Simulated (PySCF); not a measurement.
```xyz
15

O     3.1709   -0.5627    0.0759
C     2.5217    0.4325    0.0863
O     1.1998    0.5246   -0.0865
C     0.4718   -0.6789   -0.2830
O    -0.3730   -0.5342   -1.3581
C    -1.4290    0.3494   -1.0623
O    -2.1457   -0.0949    0.0685
C    -1.3231   -0.2626    1.1430
F    -0.9340    0.9746    1.6140
O    -0.2027   -1.0231    0.8910
H     2.9132    1.4501    0.2342
H     1.1691   -1.5011   -0.4940
H    -1.0438    1.3666   -0.8936
H    -2.1164    0.3184   -1.9073
H    -1.8832   -0.7507    1.9500
```

Geometry: GFN2-xTB.

Level of theory: PBE0/pcSseg-1, SCF density, gas phase, non-relativistic in PySCF 2.14.0.

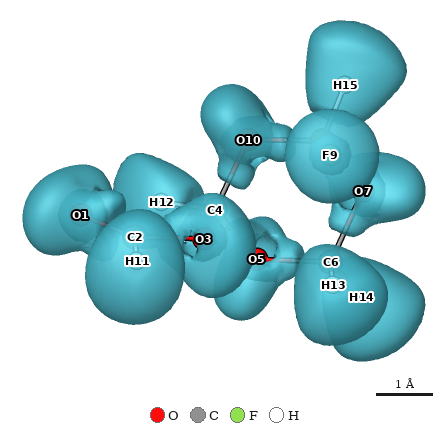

C$_{4}$H$_{5}$FO$_{5}$. Isosurface of the ELF at 0.75 (cyan), seen at a tilt. Only the valence region is drawn (cores and ρ < 0.01 e/Å³ removed).

Describe the localisation domains.

Answer. The surface consists of five regions around hydrogen nuclei, one region on F in which the atom's valence shell and bonds are merged and five regions on O in which the atom's valence shell and bonds are merged. Along the contacts the grid gives the following. C–O (1.19 Å): the ELF peaks at about 0.85 between the atoms; a multiple bond. C–F (1.38 Å): the ELF peaks at about 0.80 between the atoms (a shared but strongly polarised pair).
